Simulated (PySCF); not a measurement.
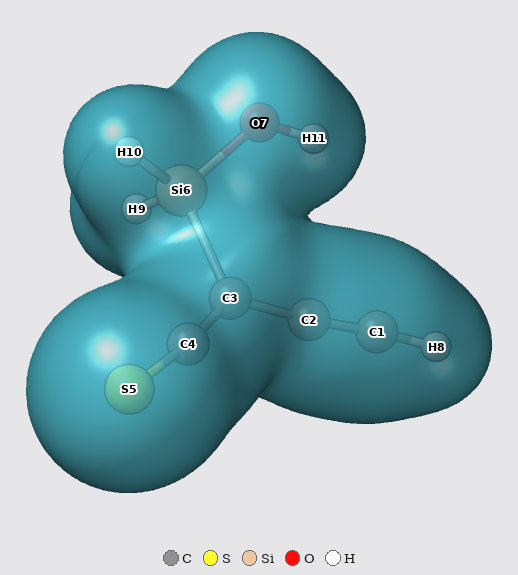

The picture shows: C₄H₄OSSi (SMILES C#CC(=C=S)[SiH2]O). Isosurface of the electron density at 0.05 e/Å³ (cyan), seen at an oblique angle.

Geometry: GFN2-xTB.

Computed with PBE0/pcSseg-1, SCF density, gas phase, non-relativistic in PySCF.

Input

```
{"job": {"kind": "nmr", "xc": "PBE0", "basis": "pcSseg-1"}, "charge": 0, "multiplicity": 1}
C     -1.190437    -2.141800    -0.134180
C     -0.988384    -0.956525    -0.146693
C     -0.640471     0.401242    -0.129332
C     -1.444601     1.409733    -0.259782
S     -2.251340     2.737671    -0.386521
Si     1.240092     0.739238     0.073236
O      1.837552    -0.357387     1.101926
H     -1.431682    -3.161865    -0.141772
H      1.831573     0.596464    -1.257833
H      1.470290     2.010344     0.733639
H      1.572834    -1.274443     1.091209
```

Launched as:

```sh
OMP_NUM_THREADS=1 python probes_run.py task.json out
```

Question: How is the density connected at this value?

Answer: At this value the surface is in one piece. It bridges the sampled C–C (1.20 Å), C–S (1.56 Å), Si–O (1.62 Å) and C–Si (1.92 Å) contacts, where the density stays above the isovalue. On the grid the lowest density along these lines, outside the cores, is 2.7 e/Å³ (C–C, 1.20 Å), 1.6 e/Å³ (C–S, 1.56 Å), 1 e/Å³ (Si–O, 1.62 Å) and 0.68 e/Å³ (C–Si, 1.92 Å).
